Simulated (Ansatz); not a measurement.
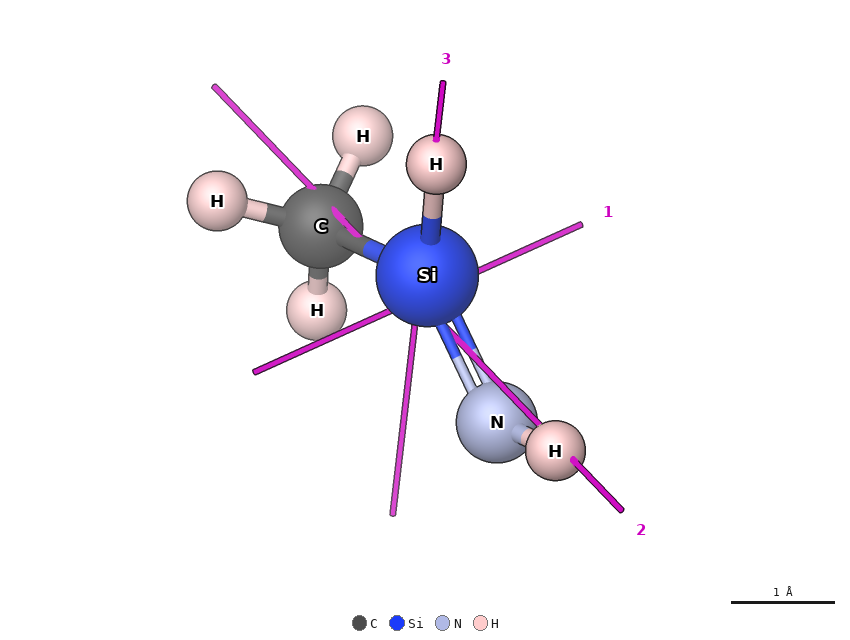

The three principal axes of inertia are drawn and numbered. Distant atoms are faded towards the background colour. The geometry was computed by an optimisation with PBE0-D4/def2-TZVP. No frequency run is at hand to confirm it as a minimum. Masses are those of the most abundant isotopes; constants are for the rigid equilibrium geometry.

> Which line is the a axis (least moment of inertia), which b and which c?

a is line 2, b is line 3, c is line 1; the moments are 17.2, 76.3, 90.4 u Å².

> What kind of rotor is it, and what are its rotational constants in MHz?

An asymmetric top (Cs): A = 29402, B = 6620, C = 5590 MHz. Ray's parameter κ is −0.91, close to the prolate limit.
